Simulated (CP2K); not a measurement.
**A workflow on BPH3Cl (SMILES PBCl)**

We compute a geometry optimisation (singlet BPH3Cl, GFN2-xTB), then energy and gradient (triplet BPH3Cl, GFN2-xTB), then a structure relaxation (triplet BPH3Cl, GFN2-xTB), then energy and forces (singlet BPH3Cl, GFN2-xTB) of BClH3P. 

The calculation is run with CP2K 2026.2.

1 further run of the same task is left out (set aside as unsound or not needed).

## 1. Starting point

BPH3Cl has 6 atoms, charge 0, and is taken as a singlet. As SMILES, `PBCl`. The shape is that of a GFN2-xTB optimisation. This is one conformer, not always the lowest. The run starts from this shape.

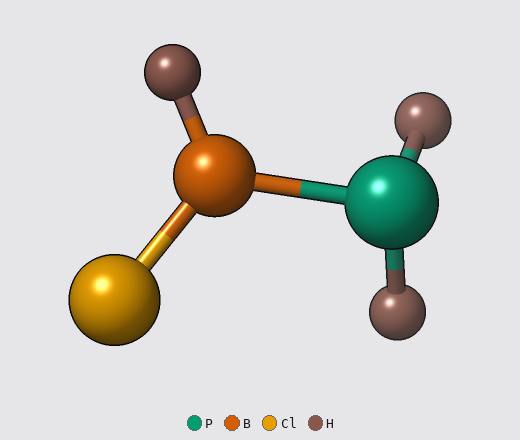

The structure, seen from a chosen angle (phosphorus teal, boron orange, chlorine amber, hydrogen brown).

## 2. A geometry optimisation at GFN2-xTB (run 1)

Contents of qs.inp:

```
&global
    project_name qs
    run_type GEO_OPT
    print_level LOW
&end global

&force_eval
    method QUICKSTEP
    &dft
        &qs
            method XTB
            eps_default 1.0E-10
            &xtb
                gfn_type TBLITE
                &tblite
                    method GFN2
                &end tblite
                check_atomic_charges F
            &end xtb
        &end qs
        # no periodic images
        &poisson
            periodic NONE
            poisson_solver ANALYTIC
        &end poisson
        # self-consistent field
        &scf
            scf_guess ATOMIC
            eps_scf 1.0E-07
            max_scf 150
            added_mos 8
            &diagonalization
                algorithm STANDARD
            &end diagonalization
            &mixing
                method DIRECT_P_MIXING
                alpha 0.4
            &end mixing
            &smear ON
                method FERMI_DIRAC
                electronic_temperature [K] 300
            &end smear
        &end scf
        # extra output
        &print
            &moments
                periodic F
                reference COM
                max_moment 1
            &end moments
            &mulliken OFF
            &end mulliken
            &hirshfeld OFF
            &end hirshfeld
        &end print
    &end dft
    &subsys
        &cell
            abc 19 19.6 18
            periodic NONE
        &end cell
        &coord
            P     -0.377850     0.516840    -0.948490
            B      0.665420    -0.279920     0.403140
            Cl     0.669800    -1.964800     0.589550
            H     -1.530850    -0.233270    -0.840970
            H     -0.846400     1.603250    -0.239160
            H      1.419880     0.357890     1.035930
        &end coord
        &topology
            &center_coordinates
            &end center_coordinates
        &end topology
    &end subsys
&end force_eval

# ionic moves
&motion
    &geo_opt
        optimizer BFGS
        max_iter 100
        max_force 4.5E-04
        rms_force 3.0E-04
    &end geo_opt
    &print
        &trajectory
            &each
                geo_opt 1
            &end each
        &end trajectory
        &forces ON
            &each
                geo_opt 1
            &end each
        &end forces
        &restart OFF
        &end restart
        &restart_history OFF
        &end restart_history
    &end print
&end motion
```

Run with:

```
$ OMP_NUM_THREADS=1 cp2k.psmp -i qs.inp -o qs.out
```

Standard output, shortened:

```text
CP2K| version string:                                       CP2K version 2026.2
[...]
 GLOBAL| Method name                                                        CP2K
[...]
 GLOBAL| Run type                                                        GEO_OPT
[...]
                             - Atoms:                                          6
[...]
                             - Spherical basis functions:                     25
[...]
 Number of electrons:                                                         18
[...]
  *** SCF run converged in    20 steps ***
[...]
 ENERGY| Total FORCE_EVAL ( QS ) energy [hartree]             -9.844282821737485
[...]
 OPT| Step number                                                              0
[...]
 OPT| Total energy [hartree]                                       -9.8442828217
[...]
 OPT| Step number                                                              1
[...]
 OPT| Total energy [hartree]                                       -9.8442842520
[...]
 ***                    GEOMETRY OPTIMIZATION COMPLETED                      ***
[...]
  *** SCF run converged in     1 steps ***
[...]
  Fermi energy:                                                -0.31159251032667
[...]
 TB_DIPOLE| Moment [Debye]         -0.55942999       1.28646362       0.13029476
 TB_DIPOLE| Derivative [a.u.]       0.00000000       0.00000000       0.00000000
 ENERGY| Total FORCE_EVAL ( QS ) energy [hartree]             -9.844284251966185
[...]
```

It took 0.5 s on 1 thread of Arm Neoverse N1, shared host; peak memory 0.14 GiB.

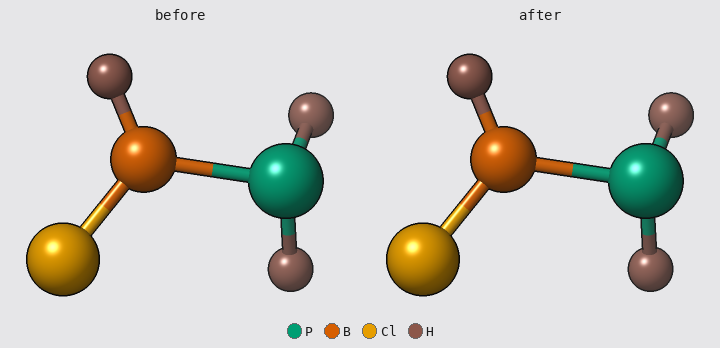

Before and after, at one scale.

After the run. Bond lengths: P1–B2 1.884 Å, B2–Cl3 1.695 Å, P1–H4 1.380 Å, P1–H5 1.380 Å, B2–H6 1.173 Å. Angles: P1–B2–Cl3 120.1°, P1–B2–H6 120.8°, Cl3–B2–H6 118.6°, B2–P1–H4 100.1°, B2–P1–H5 98.8°, H4–P1–H5 96.0°.

## 3. The triplet: energy and forces at GFN2-xTB (run 2)

Contents of mol.inp:

```
&FORCE_EVAL
 METHOD QUICKSTEP
 &DFT
  MULTIPLICITY 3
  SPIN_POLARIZED T
  &QS
   METHOD XTB
   EPS_DEFAULT 1.0E-10
   &XTB
    GFN_TYPE TBLITE
    &TBLITE
     METHOD GFN2
    &END TBLITE
    CHECK_ATOMIC_CHARGES F
   &END XTB
  &END QS
  &POISSON
   PERIODIC NONE
   POISSON_SOLVER ANALYTIC
  &END POISSON
  &SCF
   SCF_GUESS ATOMIC
   EPS_SCF 1.0E-07
   MAX_SCF 150
   ADDED_MOS 8
   &DIAGONALIZATION
    ALGORITHM STANDARD
   &END DIAGONALIZATION
   &MIXING
    METHOD DIRECT_P_MIXING
    ALPHA 0.4
   &END MIXING
   &SMEAR ON
    METHOD FERMI_DIRAC
    ELECTRONIC_TEMPERATURE [K] 300
   &END SMEAR
  &END SCF
  &PRINT
   &MOMENTS
    PERIODIC F
    REFERENCE COM
    MAX_MOMENT 1
   &END MOMENTS
   &MO ON
    ENERGIES T
    OCCUPATION_NUMBERS T
    NDIGITS 6
    &EACH
     QS_SCF 0
    &END EACH
    ADD_LAST NUMERIC
   &END MO
   &HIRSHFELD OFF
   &END HIRSHFELD
  &END PRINT
 &END DFT
 &SUBSYS
  &CELL
   ABC 18.9 19.6 18
   PERIODIC NONE
  &END CELL
  &COORD
   P      9.177815    10.498390     8.007988
   B     10.220419     9.700097     9.359092
   Cl    10.225946     8.015454     9.546367
   H      8.025230     9.747334     8.115732
   H      8.708521    11.585051     8.716672
   H     10.974979    10.338314     9.991829
  &END COORD
  &TOPOLOGY
   &CENTER_COORDINATES
   &END CENTER_COORDINATES
  &END TOPOLOGY
 &END SUBSYS
 &PRINT
  &FORCES ON
  &END FORCES
 &END PRINT
&END FORCE_EVAL

&GLOBAL
 PROJECT_NAME mol
 RUN_TYPE ENERGY_FORCE
 PRINT_LEVEL MEDIUM
&END GLOBAL
```

Run with:

```
$ OMP_NUM_THREADS=1 cp2k.psmp -i mol.inp -o mol.out
```

Standard output, shortened:

```text
CP2K| version string:                                       CP2K version 2026.2
[...]
 GLOBAL| Method name                                                        CP2K
[...]
 GLOBAL| Run type                                                   ENERGY_FORCE
[...]
                             - Atoms:                                          6
[...]
                             - Spherical basis functions:                     25
[...]
 Number of electrons:                                                         10
[...]
  *** SCF run converged in    19 steps ***
[...]
  Fermi energy:                                                -0.31159249376730
[...]
 TB_DIPOLE| Moment [Debye]         -0.55943137       1.28646398       0.13029395
 TB_DIPOLE| Derivative [a.u.]       0.00000000       0.00000000       0.00000000
[...]
 ENERGY| Total FORCE_EVAL ( QS ) energy [hartree]             -9.844284251935088
 FORCES| Atomic forces [hartree/bohr]
 FORCES|   Atom     x               y               z               |f|
 FORCES|      1  6.06634756E-05 -2.20460573E-05 -5.33946664E-06   6.47656994E-05
 FORCES|      2 -6.62545861E-05 -1.63223960E-04 -3.73596220E-05   1.80076297E-04
 FORCES|      3  6.36714484E-05  5.53404109E-05  2.07105774E-05   8.68650818E-05
 FORCES|      4  1.76795161E-05 -1.15778947E-05  3.04270437E-05   3.70461594E-05
 FORCES|      5 -7.81432441E-05  1.58511573E-04 -1.19868950E-05   1.77132637E-04
 FORCES|      6  2.38339010E-06 -1.70040713E-05  3.54836251E-06   1.75331077E-05
 FORCES| Sum     7.97769511E-17  1.51788304E-17  6.08169656E-18
 FORCES| Total atomic force                                       8.14355319E-17
[...]
```

It took 0.48 s on 1 thread of Arm Neoverse N1, shared host; peak memory 0.14 GiB.

## 4. The triplet: a geometry optimisation at GFN2-xTB (run 3)

Contents of gas.inp:

```
&GLOBAL
  PROJECT gas
  RUN_TYPE GEO_OPT
  PRINT_LEVEL LOW
&END GLOBAL

&FORCE_EVAL
  METHOD QUICKSTEP
  &DFT
    CHARGE 0
    MULTIPLICITY 3
    UKS T
    # Quickstep
    &QS
      METHOD XTB
      EPS_DEFAULT 1.0E-10
      &XTB
        GFN_TYPE TBLITE
        &TBLITE
          METHOD GFN2
        &END TBLITE
        CHECK_ATOMIC_CHARGES F
      &END XTB
    &END QS
    &POISSON
      PERIODIC NONE
      POISSON_SOLVER ANALYTIC
    &END POISSON
    &SCF
      SCF_GUESS ATOMIC
      EPS_SCF 1.0E-07
      MAX_SCF 150
      ADDED_MOS 8
      &DIAGONALIZATION
        ALGORITHM STANDARD
      &END DIAGONALIZATION
      &MIXING
        METHOD DIRECT_P_MIXING
        ALPHA 0.4
      &END MIXING
      &SMEAR ON
        METHOD FERMI_DIRAC
        ELECTRONIC_TEMPERATURE [K] 300
      &END SMEAR
    &END SCF
    # extra output
    &PRINT
      &MOMENTS
        PERIODIC F
        REFERENCE COM
        MAX_MOMENT 1
      &END MOMENTS
      &MULLIKEN OFF
      &END MULLIKEN
      &HIRSHFELD OFF
      &END HIRSHFELD
    &END PRINT
  &END DFT
  &SUBSYS
    &CELL
      ABC [angstrom] 18.9 19.6 18
      PERIODIC NONE
    &END CELL
    &COORD
      P      9.177815    10.498390     8.007988
      B     10.220419     9.700097     9.359092
      Cl    10.225946     8.015454     9.546367
      H      8.025230     9.747334     8.115732
      H      8.708521    11.585051     8.716672
      H     10.974979    10.338314     9.991829
    &END COORD
    &TOPOLOGY
      &CENTER_COORDINATES
      &END CENTER_COORDINATES
    &END TOPOLOGY
  &END SUBSYS
&END FORCE_EVAL

# ionic moves
&MOTION
  &GEO_OPT
    OPTIMIZER BFGS
    MAX_ITER 100
    MAX_FORCE 4.5E-04
    RMS_FORCE 3.0E-04
  &END GEO_OPT
  # extra output
  &PRINT
    &TRAJECTORY
      &EACH
        GEO_OPT 1
      &END EACH
    &END TRAJECTORY
    &FORCES ON
      &EACH
        GEO_OPT 1
      &END EACH
    &END FORCES
    &RESTART OFF
    &END RESTART
    &RESTART_HISTORY OFF
    &END RESTART_HISTORY
  &END PRINT
&END MOTION
```

Run with:

```
$ OMP_NUM_THREADS=1 cp2k.psmp gas.inp > gas.out
```

Standard output, shortened:

```text
CP2K| version string:                                       CP2K version 2026.2
[...]
 GLOBAL| Method name                                                        CP2K
[...]
 GLOBAL| Run type                                                        GEO_OPT
[...]
                             - Atoms:                                          6
[...]
                             - Spherical basis functions:                     25
[...]
 Number of electrons:                                                         10
[...]
  *** SCF run converged in    19 steps ***
[...]
 ENERGY| Total FORCE_EVAL ( QS ) energy [hartree]             -9.844284251935088
[...]
 OPT| Step number                                                              0
[...]
 OPT| Total energy [hartree]                                       -9.8442842519
[...]
 OPT| Step number                                                              1
[...]
 OPT| Total energy [hartree]                                       -9.8442845211
[...]
 ***                    GEOMETRY OPTIMIZATION COMPLETED                      ***
[...]
  *** SCF run converged in     2 steps ***
[...]
  Fermi energy:                                                -0.31158110120229
[...]
 TB_DIPOLE| Moment [Debye]         -0.56017797       1.28613653       0.12962395
 TB_DIPOLE| Derivative [a.u.]       0.00000000       0.00000000       0.00000000
 ENERGY| Total FORCE_EVAL ( QS ) energy [hartree]             -9.844284521131687
[...]
```

Run time: 0.56 s. Hardware: 1 thread of Arm Neoverse N1, shared host; peak memory 0.14 GiB.

## 5. Energy and gradient at GFN2-xTB (run 4)

Contents of qs.inp:

```
&GLOBAL
  PROJECT_NAME qs
  RUN_TYPE ENERGY_FORCE
  PRINT_LEVEL MEDIUM
&END GLOBAL
&FORCE_EVAL
  METHOD QS
  &DFT
    CHARGE 0
    MULTIPLICITY 1
    &QS
      METHOD XTB
      EPS_DEFAULT 1.0E-10
      &XTB
        GFN_TYPE TBLITE
        &TBLITE
          METHOD GFN2
        &END TBLITE
        CHECK_ATOMIC_CHARGES F
      &END XTB
    &END QS
    &POISSON
      PERIODIC NONE
      POISSON_SOLVER ANALYTIC
    &END POISSON
    &SCF
      SCF_GUESS ATOMIC
      EPS_SCF 1.0E-07
      MAX_SCF 150
      ADDED_MOS 8
      &DIAGONALIZATION
        ALGORITHM STANDARD
      &END DIAGONALIZATION
      &MIXING
        METHOD DIRECT_P_MIXING
        ALPHA 0.4
      &END MIXING
      &SMEAR ON
        METHOD FERMI_DIRAC
        ELECTRONIC_TEMPERATURE [K] 300
      &END SMEAR
    &END SCF
    &PRINT
      &MOMENTS
        PERIODIC F
        REFERENCE COM
        MAX_MOMENT 1
      &END MOMENTS
      &MO ON
        ENERGIES T
        OCCUPATION_NUMBERS T
        NDIGITS 6
        &EACH
          QS_SCF 0
        &END EACH
        ADD_LAST NUMERIC
      &END MO
      &HIRSHFELD OFF
      &END HIRSHFELD
    &END PRINT
  &END DFT
  &SUBSYS
    &CELL
      ABC [angstrom] 18.9 19.6 18
      PERIODIC NONE
    &END CELL
    &COORD
      P      9.127755    10.498346     8.008205
      B     10.170157     9.699545     9.359120
      Cl    10.176181     8.015009     9.546623
      H      7.975294     9.747067     8.115976
      H      8.658149    11.585307     8.716484
      H     10.924746    10.337851     9.991822
    &END COORD
    &TOPOLOGY
      &CENTER_COORDINATES
      &END CENTER_COORDINATES
    &END TOPOLOGY
  &END SUBSYS
  &PRINT
    &FORCES ON
    &END FORCES
  &END PRINT
&END FORCE_EVAL
```

Run with:

```
$ OMP_NUM_THREADS=1 cp2k.psmp -i qs.inp > qs.out 2>&1
```

Standard output, shortened:

```text
CP2K| version string:                                       CP2K version 2026.2
[...]
 GLOBAL| Method name                                                        CP2K
[...]
 GLOBAL| Run type                                                   ENERGY_FORCE
[...]
                             - Atoms:                                          6
[...]
                             - Spherical basis functions:                     25
[...]
 Number of electrons:                                                         18
[...]
  *** SCF run converged in    20 steps ***
[...]
  Fermi energy:                                                -0.31158119637905
[...]
 TB_DIPOLE| Moment [Debye]         -0.56017805       1.28613869       0.12962341
 TB_DIPOLE| Derivative [a.u.]       0.00000000       0.00000000       0.00000000
[...]
 ENERGY| Total FORCE_EVAL ( QS ) energy [hartree]             -9.844284521156522
 FORCES| Atomic forces [hartree/bohr]
 FORCES|   Atom     x               y               z               |f|
 FORCES|      1  1.69550461E-05 -4.23397939E-05 -8.32268637E-06   4.63616096E-05
 FORCES|      2 -1.95137372E-05 -8.01284734E-05  4.85016913E-06   8.26128461E-05
 FORCES|      3  3.94962102E-05  3.69613210E-05 -1.78810929E-06   5.41228898E-05
 FORCES|      4  9.87388763E-06  9.57535313E-06  1.34284713E-05   1.92225098E-05
 FORCES|      5 -4.48106108E-05  9.65929279E-05 -1.17925509E-05   1.07131923E-04
 FORCES|      6 -2.00079584E-06 -2.06613347E-05  3.62470613E-06   2.10720770E-05
 FORCES| Sum     4.51434680E-17 -1.01928557E-16  3.86009855E-17
 FORCES| Total atomic force                                       1.17972028E-16
[...]
```

It took 0.46 s on 1 thread of Arm Neoverse N1, shared host; peak memory 0.14 GiB.

## 6. Outcome

| quantity | value |
| --- | --- |
| run 1, GFN2-xTB: total energy at the end | -9.84428 Eh |
| run 1, GFN2-xTB: dipole moment (from atomic charges alone) | 1.41 D |
| run 4, GFN2-xTB: HOMO energy | -10.72 eV |
| run 4, GFN2-xTB: LUMO energy | -7.58 eV |
| run 4, GFN2-xTB: HOMO–LUMO gap | 3.13 eV |
| run 4, GFN2-xTB: largest force on an atom | 0.006 eV/Å |
| triplet, run 2 | no result (the spin typed was ignored) |
| triplet, run 3 | no result (the spin typed was ignored) |

**Reading.** The dipole (run 1, GFN2-xTB) comes from point charges on the atoms alone, without atomic dipoles, so it is partial. The optimisation (run 1, GFN2-xTB) took 1 steps and changed the energy by -0.000 eV. The dipole (run 4, GFN2-xTB) comes from point charges on the atoms alone, without atomic dipoles, so it is partial. 2 of the 4 runs ended normally but are set aside, since settings or state are in doubt.
